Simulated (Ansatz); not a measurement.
# CH5FO2Si2: a ladder of functionals and wavefunction methods

Aim: compute CH5FO2Si2 with functionals from several rungs and with coupled cluster, and see how far each lands from CCSD(T) at the basis-set limit for the atomisation energy.

Program: Ansatz 0.2.0, Gaussian basis. Level of theory: functionals in def2-TZVPP, the program's frozen cores in correlated methods. These are calculated values, not measurements.

The runs, in order: LDA (SPW92), PBE-D4, revPBE-D4, BLYP-D4, r2SCAN-D4, B97M-V, PBE0-D4, B3LYP-D4, r2SCANh-D4, r2SCAN0-D4, HSE06-D4, BHLYP-D4, CAM-B3LYP-D4, LC-ωPBE, ωB97X-V, ωB97M-V, B2PLYP, PBE-QIDH; CCSD(T)/def2-SVP; CCSD(T)/def2-TZVPP; MP2/def2-QZVPP; extrapolation to the limit; RPA on PBE.

## 1. The relaxed structure

All runs share one geometry, relaxed beforehand with PBE0-D4 in a triple-zeta def2 set.

11 atoms, charge 0, spin multiplicity 1.

Atoms are counted from 1 here; the program's logs count them from 0.

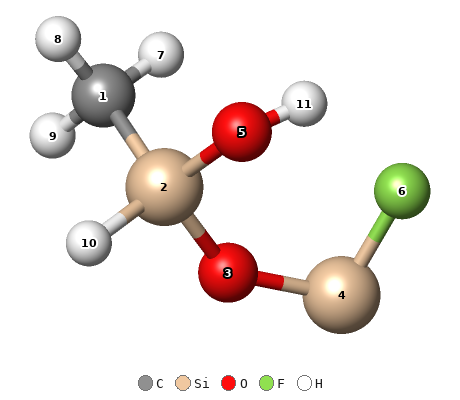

The structure; carbon grey, silicon light orange, oxygen red, fluorine green, hydrogen white; atoms are numbered from 1 in the order of the file.

## 2. LDA

This LDA is Slater exchange with PW92 correlation.

Input file in.yaml:

```yaml
crystal:
  periodic: [false, false, false]
  atoms:
    - {symbol: C, position_ang: [-0.672584, 0.826226, -1.149709]}
    - {symbol: Si, position_ang: [0.664961, 0.425796, 0.067992]}
    - {symbol: O, position_ang: [-0.050001, 0.250223, 1.560983]}
    - {symbol: Si, position_ang: [-0.669769, -0.887023, 2.542698]}
    - {symbol: O, position_ang: [1.503494, -0.927134, -0.315797]}
    - {symbol: F, position_ang: [-0.567975, -2.211888, 1.597568]}
    - {symbol: H, position_ang: [-1.399435, 0.011822, -1.215458]}
    - {symbol: H, position_ang: [-0.250984, 0.985767, -2.145052]}
    - {symbol: H, position_ang: [-1.206065, 1.733374, -0.854927]}
    - {symbol: H, position_ang: [1.672432, 1.501295, 0.177532]}
    - {symbol: H, position_ang: [1.041427, -1.765461, -0.245229]}
basis:
  gaussian: {orbitals: def2-TZVPP}
hamiltonian: {xc: lda}
output: {orbitals: {seedname: orbitals}}
```

The runs that follow: PBE-D4 (GGA); revPBE-D4 (GGA); BLYP-D4 (GGA); r2SCAN-D4 (meta-GGA); B97M-V (meta-GGA); PBE0-D4 (hybrid); B3LYP-D4 (hybrid); r2SCANh-D4 (hybrid); r2SCAN0-D4 (hybrid); HSE06-D4 (hybrid); BHLYP-D4 (hybrid); CAM-B3LYP-D4 (range-separated); LC-ωPBE (range-separated); ωB97X-V (range-separated); ωB97M-V (range-separated); B2PLYP (double hybrid); PBE-QIDH (double hybrid); CCSD(T) in def2-SVP; CCSD(T) in def2-TZVPP; MP2 in def2-QZVPP; RPA on PBE orbitals.

Q: Predict the results of all the runs planned. Wanted: atomisation energy, CCSD(T)/CBS; farthest beyond LDA; mean size of error, GGA; mean size of error, meta-GGA; mean size of error, hybrid; mean size of error, range-separated; mean size of error, double hybrid; gap, smallest and largest; T1 diagnostic.

**Answer**, as computed:

```
                               quantity                                              value
        atomisation energy, CCSD(T)/CBS                                      4473.2 kJ/mol
 functionals within 22.4 kJ/mol (0.5 %)  r2SCAN-D4, B97M-V, CAM-B3LYP-D4, ωB97X-V, ωB97M-V
                    farthest beyond LDA                           BHLYP-D4 (-172.7 kJ/mol)
                mean size of error, GGA                                        49.5 kJ/mol
           mean size of error, meta-GGA                                        17.5 kJ/mol
             mean size of error, hybrid                                        85.9 kJ/mol
    mean size of error, range-separated                                        18.3 kJ/mol
      mean size of error, double hybrid                                        73.7 kJ/mol
              gap, smallest and largest          3.96 eV (LDA (SPW92)), 10.88 eV (LC-ωPBE)
                          T1 diagnostic                                             0.0133
triples share of the correlation energy                                              3.5 %
```

What this shows: LDA overbinds by 597.8 kJ/mol (13 %). PBE-D4 misses by +22.8 kJ/mol. Double hybrids carry the basis error of their MP2 part in triple zeta, and no dispersion term here, so their miss is partly the set-up's. The rungs meta-GGA, range-separated miss on average by less than the doubt on the reference (22.4 kJ/mol), so they tie. The reference freezes the cores and leaves out relativity and excitations past (T), so misses under about 22.4 kJ/mol can't be ranked. Hartree-Fock recovers 73 % of the binding; the rest is correlation. CCSD(T) in def2-SVP is off by -358.6 kJ/mol, so the small basis spoils what the method gains. Orbital gaps span 4.0 to 10.9 eV; exact exchange widens them.
